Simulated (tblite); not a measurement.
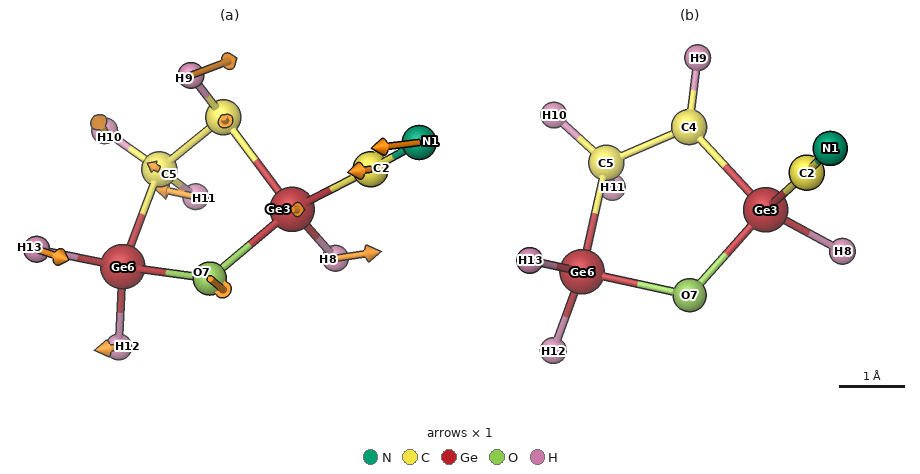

The structure of C₃H₆Ge₂NO (multiplicity 2) before (left) and after (right) a relaxation, at one scale. The orange arrows give the displacements, at their true length.

Style: ball-and-stick. Shown at a tilt.

Theory: GFN2-xTB geometry optimisation, gas phase (tblite 0.8.0). 

Question: Summarise the run.

Answer: Over 80 geometry steps the energy falls by 16.8 kcal/mol. The atom that moves furthest after the best rigid fit is H9 (1.24 Å). By element the largest moves are H 1.24 Å, N 0.91 Å, O 0.78 Å, C 0.45 Å, Ge 0.30 Å. Near-neighbour distances that change, for instance: C5–Ge6 1.945 → 2.027 Å, C2–Ge3 1.856 → 1.935 Å, C4–C5 1.511 → 1.469 Å, Ge3–H8 1.552 → 1.514 Å. Among the angles between lasting bonds that change: C4–Ge3–H8 106.9° → 123.8°, Ge3–C4–C5 100.5° → 115.2°, Ge3–O7–Ge6 102.3° → 115.5°.
